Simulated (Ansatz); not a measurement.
## Run report: C2H9AlNP, geometry relaxation (part 2 of 2)

The same run, continued: C2H9AlNP; RKS r2SCAN-D4/cc-pVDZ (Ansatz 0.2.0). It belongs to a series of runs on one base structure; here: end point B relaxed.

Geometry of the input (Å):
```
C  -1.2171  0.5386  1.2593
N  -0.1177  0.3827  0.3581
P  1.2637  -0.1170  1.3657
C  -0.3392  -0.6601  -0.6271
Al 0.7413  -0.5001  -2.2718
H  -1.0371  1.3825  2.0003
H  -1.5103  -0.3578  1.7763
H  -2.1026  0.9581  0.6575
H  0.4573  -0.5884  2.5352
H  1.3759  -1.4617  0.8318
H  -0.3188  -1.6865  -0.1611
H  -1.4306  -0.5598  -0.9971
H  1.7875  0.6913  -2.3464
H  0.5336  -1.4978  -3.4547
```

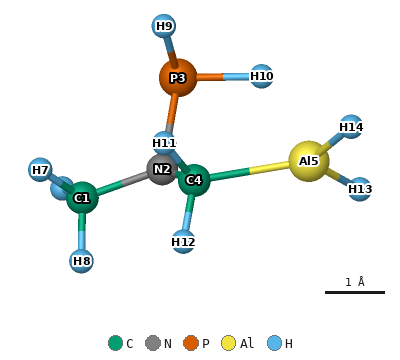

*The geometry at step 15 of the log (ball-and-stick view, seen at a tilt; atoms are numbered from 1 in the order of the input).*

### Trajectory as extended XYZ, continued
```
14
Properties=species:S:1:pos:R:3:forces:R:3 step=6 energy=-19591.35272
C    -1.3483    0.5648    1.2992    0.0375   0.0298   0.0058
N    -0.2055    0.3181    0.4294    0.0992   0.0014  -0.1174
P     1.2608    0.0765    1.3779    0.0186  -0.7136   0.0948
C    -0.4938   -0.6444   -0.6370   -0.0521   0.0277  -0.0828
Al    0.8122   -0.6217   -2.1351    0.0083  -0.0197   0.0977
H    -1.0887    1.3146    2.0644    0.0009   0.0211   0.0089
H    -1.6957   -0.3563    1.8224   -0.0034   0.0156  -0.0161
H    -2.1828    0.9623    0.6994   -0.0384   0.0088   0.0182
H     0.7746   -0.9287    2.3566    0.1494   0.1847  -0.3330
H     1.8381   -1.0041    0.5581   -0.1785   0.5221   0.2574
H    -0.7403   -1.6661   -0.2550   -0.0097   0.0075   0.0016
H    -1.4310   -0.3021   -1.1373   -0.0155  -0.0587   0.0439
H     1.9802    0.4642   -2.1789   -0.0174  -0.0199   0.0072
H     0.6061   -1.6531   -3.3380    0.0012  -0.0069   0.0139
14
Properties=species:S:1:pos:R:3:forces:R:3 step=7 energy=-19591.40575
C    -1.3581    0.5850    1.2996   -0.0040  -0.0221   0.0584
N    -0.2147    0.3279    0.4318    0.1864  -0.0101  -0.0250
P     1.2304    0.0707    1.4072    0.0272  -0.7943  -0.0782
C    -0.5101   -0.6441   -0.6244   -0.0319  -0.0201  -0.0510
Al    0.8300   -0.6585   -2.0911   -0.0601   0.0536   0.0130
H    -1.0948    1.3306    2.0667    0.0093   0.0381   0.0116
H    -1.7126   -0.3354    1.8214    0.0015   0.0456  -0.0362
H    -2.1912    0.9855    0.7018   -0.0496   0.0237  -0.0196
H     0.7881   -1.0806    2.2447    0.1776   0.2728  -0.3553
H     1.9164   -0.8468    0.4719   -0.2804   0.5062   0.3834
H    -0.7675   -1.6589   -0.2312    0.0039   0.0109   0.0320
H    -1.4433   -0.3025   -1.1299   -0.0065  -0.0389   0.0101
H     1.9920    0.4330   -2.1408    0.0013  -0.0347   0.0167
H     0.6211   -1.6817   -3.3018    0.0254  -0.0306   0.0401
14
Properties=species:S:1:pos:R:3:forces:R:3 step=9 energy=-19591.51099
C    -1.3600    0.6394    1.2856   -0.0306   0.1296   0.0730
N    -0.2037    0.3396    0.4388   -0.1324  -0.2235   0.1344
P     1.1709   -0.0273    1.4679    0.1294  -0.2378  -0.0843
C    -0.5330   -0.6590   -0.5908    0.0713   0.0290  -0.1034
Al    0.8227   -0.6662   -2.0400   -0.0673  -0.0843   0.0045
H    -1.0850    1.3883    2.0466   -0.0432   0.0053  -0.0259
H    -1.7481   -0.2625    1.8070   -0.0383  -0.0207   0.0149
H    -2.1768    1.0463    0.6678    0.0228   0.0390  -0.0145
H     0.8267   -1.3677    1.9697   -0.0170   0.1544  -0.1417
H     1.9947   -0.6094    0.4293   -0.0285   0.1381   0.0627
H    -0.7671   -1.6642   -0.1651    0.0292  -0.0046   0.0491
H    -1.4827   -0.3477   -1.0831    0.0289   0.0435   0.0295
H     1.9274    0.4725   -2.1055    0.0511   0.0413  -0.0139
H     0.7000   -1.7579   -3.2023    0.0245  -0.0094   0.0156
14
Properties=species:S:1:pos:R:3:forces:R:3 step=10 energy=-19591.54427
C    -1.3695    0.6580    1.2947   -0.0356   0.0564   0.0271
N    -0.2038    0.3203    0.4740   -0.1476  -0.0605   0.0358
P     1.1648   -0.0909    1.4852    0.0732  -0.1048  -0.1396
C    -0.5373   -0.6572   -0.5736   -0.0317   0.0395   0.0238
Al    0.8295   -0.6795   -2.0063    0.0188  -0.0371  -0.0522
H    -1.1023    1.4110    2.0529    0.0178  -0.0161  -0.0077
H    -1.7999   -0.2284    1.8103   -0.0206   0.0003   0.0205
H    -2.1585    1.0802    0.6503    0.0378   0.0228  -0.0062
H     0.8577   -1.4830    1.8093    0.0255   0.0190  -0.0161
H     2.0315   -0.5064    0.4009   -0.0392   0.0795   0.0783
H    -0.7891   -1.6596   -0.1503    0.0265  -0.0166  -0.0126
H    -1.4792   -0.3251   -1.0679    0.0380   0.0217   0.0166
H     1.8755    0.5146   -2.1365    0.0105  -0.0005   0.0003
H     0.7667   -1.8300   -3.1171    0.0266  -0.0037   0.0319
14
Properties=species:S:1:pos:R:3:forces:R:3 step=12 energy=-19591.57551
C    -1.3977    0.6687    1.3429   -0.0587  -0.0014   0.0072
N    -0.2602    0.2841    0.5105    0.1708  -0.0701   0.0662
P     1.1498   -0.1641    1.4395    0.0328  -0.1556  -0.2324
C    -0.5998   -0.6247   -0.5885   -0.1078  -0.0059  -0.0290
Al    0.8549   -0.7047   -1.9393    0.1584  -0.1521  -0.0052
H    -1.0611    1.3633    2.1292   -0.0527  -0.0250  -0.0052
H    -1.9078   -0.1977    1.8239    0.0301   0.0751  -0.0493
H    -2.1368    1.1910    0.7095    0.0161  -0.0294   0.0684
H     0.9897   -1.6211    1.5463    0.0058   0.1813  -0.0036
H     2.0339   -0.3132    0.2922   -0.0709  -0.0048   0.1358
H    -0.8887   -1.6407   -0.2194   -0.0063   0.0596  -0.0287
H    -1.5048   -0.2314   -1.1003   -0.0351  -0.0040   0.0177
H     1.8285    0.5437   -2.1690   -0.0825  -0.0312  -0.0326
H     0.9860   -2.0292   -2.8515   -0.0001   0.1633   0.0908
14
Properties=species:S:1:pos:R:3:forces:R:3 step=13 energy=-19591.56526 accepted=F
C    -1.3961    0.6706    1.3581   -0.0596   0.0036   0.0380
N    -0.2601    0.2728    0.5246   -0.0294  -0.0305   0.1121
P     1.1529   -0.1995    1.4323   -0.0734  -0.2400  -0.3553
C    -0.6171   -0.6074   -0.5949   -0.0241  -0.1451   0.0172
Al    0.9239   -0.7471   -1.8548   -0.0737   0.2665  -0.4160
H    -1.0554    1.3394    2.1658   -0.0230  -0.0398  -0.0308
H    -1.9349   -0.1925    1.8133    0.0663   0.0710  -0.0502
H    -2.1214    1.2257    0.7350    0.0829  -0.0500   0.0414
H     1.0059   -1.6661    1.4851    0.0350   0.2648   0.0069
H     2.0270   -0.2981    0.2617   -0.0513  -0.0387   0.1239
H    -0.9579   -1.6149   -0.2433    0.0173   0.1043   0.0180
H    -1.4938   -0.1751   -1.1300    0.1300   0.0101   0.0511
H     1.7132    0.6087   -2.2861   -0.0923  -0.3366   0.1807
H     1.0997   -2.0924   -2.7407    0.0952   0.1604   0.2631
14
Properties=species:S:1:pos:R:3:forces:R:3 step=15 energy=-19591.59817
C    -1.3921    0.6650    1.3573   -0.0071   0.0072   0.0113
N    -0.2661    0.2791    0.5066    0.0398   0.0076   0.0475
P     1.1627   -0.1813    1.3931   -0.1030   0.0134  -0.0419
C    -0.6310   -0.6080   -0.6029   -0.0709  -0.0444  -0.0587
Al    0.8860   -0.7207   -1.8885    0.0633  -0.0067  -0.0619
H    -1.0483    1.3389    2.1578   -0.0013  -0.0172  -0.0064
H    -1.9106   -0.2030    1.8214    0.0259   0.0190  -0.0210
H    -2.1321    1.2087    0.7445    0.0326  -0.0202   0.0168
H     0.9949   -1.6261    1.5055    0.0105  -0.0108   0.0000
H     2.0163   -0.3344    0.2300    0.0177  -0.0146  -0.0320
H    -0.9539   -1.6161   -0.2431    0.0017   0.0428   0.0027
H    -1.5184   -0.1833   -1.1217    0.0351   0.0078   0.0356
H     1.7648    0.5805   -2.2097   -0.0688  -0.0671   0.0138
H     1.1136   -2.0753   -2.7243    0.0244   0.0833   0.0944
14
Properties=species:S:1:pos:R:3:forces:R:3 step=16 energy=-19591.61179
C    -1.3872    0.6641    1.3662   -0.0002   0.0162   0.0141
N    -0.2725    0.2776    0.5011    0.0164   0.0133   0.0402
P     1.1652   -0.1967    1.3608   -0.0928   0.0418  -0.0009
C    -0.6538   -0.5968   -0.6137   -0.0709  -0.0531  -0.0915
Al    0.8982   -0.7220   -1.8611    0.0660  -0.0040  -0.0568
H    -1.0332    1.3251    2.1731    0.0102  -0.0158  -0.0109
H    -1.9083   -0.2055    1.8224    0.0152   0.0041  -0.0085
H    -2.1278    1.2205    0.7663    0.0346  -0.0172   0.0095
H     0.9969   -1.6403    1.4708    0.0016  -0.0383  -0.0105
H     2.0011   -0.3486    0.1819    0.0239  -0.0114  -0.0508
H    -0.9938   -1.6001   -0.2572    0.0044   0.0402   0.0049
H    -1.5309   -0.1523   -1.1326    0.0516   0.0044   0.0422
H     1.7206    0.6048   -2.2314   -0.0727  -0.0821   0.0156
H     1.2114   -2.1057   -2.6206    0.0127   0.1021   0.1033
14
Properties=species:S:1:pos:R:3:forces:R:3 step=18 energy=-19591.64426
C    -1.3736    0.6619    1.3876    0.0036   0.0231   0.0058
N    -0.2902    0.2683    0.4874   -0.0035   0.0030   0.0484
P     1.1612   -0.2448    1.2894   -0.0313  -0.0200  -0.0257
C    -0.7088   -0.5746   -0.6429   -0.0325  -0.0513  -0.0950
Al    0.9259   -0.7216   -1.7908    0.0202   0.0102  -0.0289
H    -0.9849    1.2935    2.2029    0.0029  -0.0201  -0.0247
H    -1.9040   -0.2073    1.8312   -0.0016   0.0033   0.0044
H    -2.1115    1.2504    0.8162    0.0268  -0.0134   0.0157
H     0.9964   -1.6948    1.3533    0.0045   0.0219  -0.0231
H     1.9712   -0.3625    0.0748    0.0050   0.0122   0.0208
H    -1.0913   -1.5642   -0.2937    0.0027   0.0420  -0.0014
H    -1.5556   -0.0777   -1.1609    0.0601  -0.0138   0.0341
H     1.5988    0.6395   -2.3061   -0.0386  -0.0712   0.0117
H     1.4524   -2.1420   -2.3224   -0.0183   0.0741   0.0580
14
Properties=species:S:1:pos:R:3:forces:R:3 step=19 energy=-19591.64545
C    -1.3741    0.6577    1.4016    0.0058  -0.0426  -0.0083
N    -0.2997    0.2547    0.4955    0.0676   0.0122   0.0371
P     1.1415   -0.2877    1.2928    0.0252  -0.0898  -0.0223
C    -0.7245   -0.5642   -0.6544   -0.0507   0.0662   0.0611
Al    0.9231   -0.7181   -1.7753    0.0809  -0.1709   0.0095
H    -0.9685    1.2594    2.2304   -0.0007  -0.0082  -0.0218
H    -1.9281   -0.2058    1.8265   -0.0124   0.0017   0.0039
H    -2.0924    1.2776    0.8418   -0.0241   0.0196  -0.0055
H     1.0107   -1.7403    1.2129    0.0064   0.0617   0.0523
H     2.0128   -0.2856    0.1171   -0.0630   0.0302  -0.0762
H    -1.1429   -1.5405   -0.3129    0.0231  -0.0004  -0.0439
H    -1.5468   -0.0324   -1.1709   -0.0181   0.0043  -0.0273
H     1.5306    0.5996   -2.4342   -0.0028   0.0567   0.0204
H     1.5443   -2.1505   -2.1449   -0.0371   0.0592   0.0210
14
Properties=species:S:1:pos:R:3:forces:R:3 step=21 energy=-19591.65220
C    -1.3812    0.6403    1.4113   -0.0141   0.0083   0.0493
N    -0.3100    0.2564    0.4988    0.0852  -0.0319  -0.0990
P     1.1582   -0.2558    1.2589   -0.0025  -0.0160   0.1000
C    -0.7312   -0.5444   -0.6642   -0.0174  -0.0017   0.0077
Al    0.9384   -0.7426   -1.7497   -0.0146  -0.0083  -0.0338
H    -0.9734    1.2375    2.2419   -0.0140   0.0026   0.0089
H    -1.9249   -0.2317    1.8324   -0.0073   0.0063  -0.0008
H    -2.1101    1.2611    0.8638    0.0111  -0.0091   0.0003
H     1.0558   -1.7117    1.2384   -0.0178   0.0243  -0.0120
H     1.9855   -0.2707    0.0506   -0.0193   0.0253  -0.0333
H    -1.1753   -1.5151   -0.3412    0.0074   0.0060  -0.0102
H    -1.5295    0.0069   -1.1987   -0.0136   0.0002   0.0088
H     1.5668    0.5779   -2.3931    0.0065  -0.0007   0.0054
H     1.5167   -2.1840   -2.1234    0.0104  -0.0052   0.0087
14
Properties=species:S:1:pos:R:3:forces:R:3 step=22 energy=-19591.65261
C    -1.3788    0.6417    1.4113   -0.0137  -0.0039   0.0046
N    -0.3068    0.2576    0.4972    0.0043  -0.0009  -0.0370
P     1.1569   -0.2585    1.2637    0.0221  -0.0087  -0.0040
C    -0.7316   -0.5460   -0.6627   -0.0246   0.0188  -0.0003
Al    0.9284   -0.7435   -1.7631    0.0530   0.0086   0.0469
H    -0.9729    1.2386    2.2429   -0.0010  -0.0001   0.0017
H    -1.9244   -0.2297    1.8311   -0.0028  -0.0001   0.0007
H    -2.1065    1.2626    0.8628   -0.0015  -0.0002   0.0011
H     1.0473   -1.7122    1.2299   -0.0036  -0.0002   0.0030
H     1.9781   -0.2628    0.0510    0.0071   0.0006   0.0089
H    -1.1689   -1.5187   -0.3369    0.0047  -0.0023  -0.0054
H    -1.5375    0.0008   -1.1907   -0.0078   0.0008   0.0076
H     1.5799    0.5749   -2.3870   -0.0216   0.0074  -0.0164
H     1.5230   -2.1810   -2.1234   -0.0144  -0.0198  -0.0113
14
Properties=species:S:1:pos:R:3:forces:R:3 step=24 energy=-19591.65333
C    -1.3798    0.6382    1.4130    0.0025  -0.0024   0.0030
N    -0.3058    0.2611    0.4971   -0.0072   0.0017  -0.0072
P     1.1575   -0.2578    1.2634    0.0037  -0.0027   0.0046
C    -0.7309   -0.5390   -0.6651    0.0043   0.0017   0.0077
Al    0.9357   -0.7450   -1.7551    0.0024  -0.0013  -0.0025
H    -0.9762    1.2306    2.2489    0.0002   0.0012   0.0020
H    -1.9246   -0.2368    1.8263    0.0003   0.0001  -0.0007
H    -2.1076    1.2611    0.8672   -0.0029   0.0010  -0.0010
H     1.0486   -1.7114    1.2238    0.0000   0.0008  -0.0008
H     1.9834   -0.2557    0.0534   -0.0015   0.0001  -0.0028
H    -1.1709   -1.5111   -0.3412   -0.0003  -0.0015  -0.0013
H    -1.5344    0.0109   -1.1929   -0.0018   0.0011  -0.0021
H     1.5714    0.5690   -2.4048    0.0012  -0.0006  -0.0001
H     1.5195   -2.1900   -2.1080   -0.0009   0.0007   0.0013
```

### Key numbers

```csv
quantity,value
outcome,converged
total energy,−19591.6533 eV
mean-field energy,−19591.5650 eV
largest force (length of the vector) at the end,0.010 eV/Å
hardware,"2 threads of AMD EPYC (Zen 5), 16 GiB of memory available, shared host"
wall time,44 s (CPU time 85 s)
peak memory,0.23 GiB
```
